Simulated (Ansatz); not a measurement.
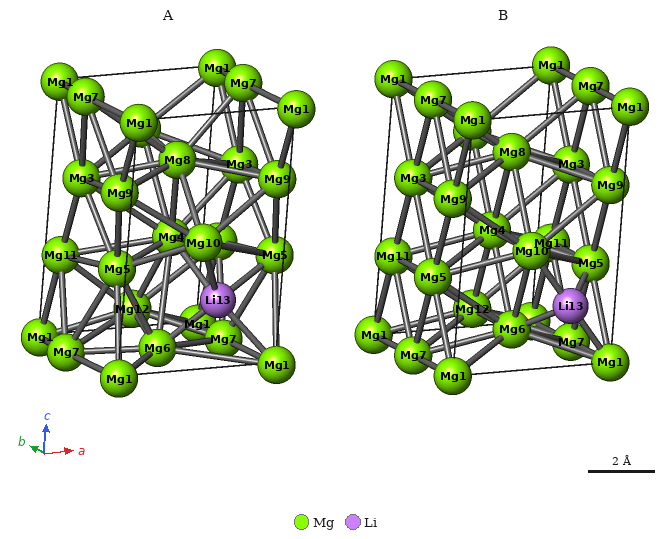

Two geometries of a defect cell of composition LiMg$_{12}$, drawn at one scale. One is the start of a relaxation, the other its converged end. Style: ball-and-stick. Shown: the cell of the calculation, reduced to other axes, slightly off an axis. Lengths and directions refer to the drawn axes.

All numbers below come from DFT PBE, scalar-relativistic, plane waves, PAW in Ansatz 0.2.0. Settings: plane-wave cutoff 420 eV; k-point mesh 4 × 3 × 4; occupations gaussian; smearing width 0.1 eV; no spin polarisation; atoms relaxed in a fixed cell; force threshold 0.03 eV/Å; at most 60 steps.

Q: Which geometry has the lower energy?

A: Structure A is the relaxed one. It is an interstitial Li in hcp Mg. The run prepares an end point of a later path (interstitial hop) calculation, from a guessed geometry. The atoms of the start lie slightly off their symmetric places, so part of the fall in energy undoes that. A Mg atom moves most: 0.83 Å roughly along [−3 1 −2]. Largest moves by element: Mg 0.83 Å, Li 0.77 Å. The cell doesn't change. Among the contacts that change: Mg–Mg 3.210 → 4.398 Å, Li–Mg 3.915 → 2.868 Å, Mg–Mg 4.531 → 3.568 Å, Li–Mg 2.262 → 2.985 Å. Among the angles between lasting bonds that change: Mg–Li–Mg 179.8° → 132.7°, Mg–Li–Mg 89.8° → 129.7°, Mg–Li–Mg 178.7° → 140.6°. After 9 geometry steps the energy has fallen by 1.171 eV per cell of the calculation. The largest force component goes from 1.3 to 0.0059 eV/Å. The run took 57 s on 4 threads of Intel(R) Xeon(R) CPU @ 2.80GHz (Skylake/Cascade Lake), with other jobs on the host, peak memory 0.98 GiB.

Limits of the set-up: the periodic images lie only 5.2 Å apart, so the values are limited by the cell's size.
